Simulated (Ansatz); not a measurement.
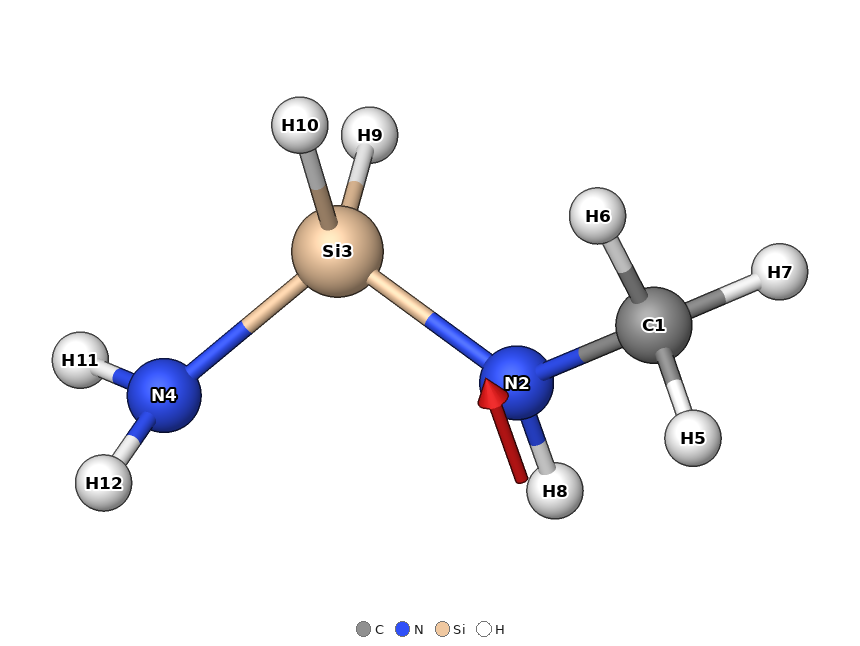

The arrows show one normal mode. Harmonic vibrations computed with RKS PBE0-D4/def2-TZVP (Ansatz 0.2.0) at a stationary point of the same level.

Describe the motion.

Answer. Mostly N–H stretching.

At what wavenumber does it lie?

Answer. 3620 cm⁻¹; it is mode 29 of 30 counted from the lowest.
